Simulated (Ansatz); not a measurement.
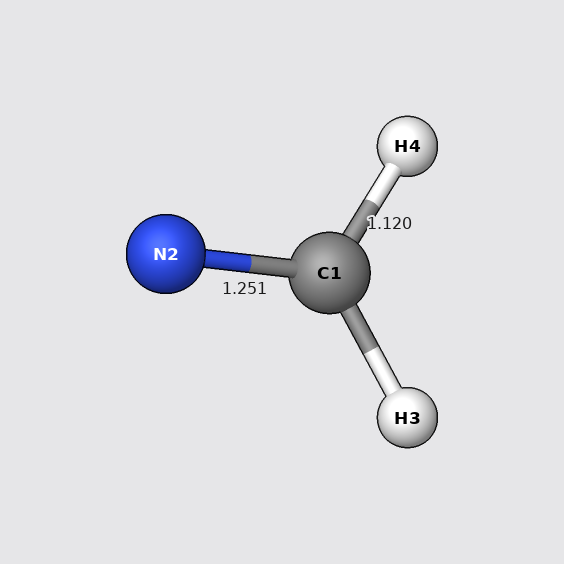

Bond lengths are marked in Å; every bond is drawn as one stick. State: neutral, doublet. Computed geometry: PBE-D4/def2-SVP optimisation. No frequency run is at hand to confirm it as a minimum.

Which of the marked bonds are single, double, triple or aromatic?

C1–N2 double; C1–H4 single. This is one Lewis structure.

Write the SMILES.

C=[N]
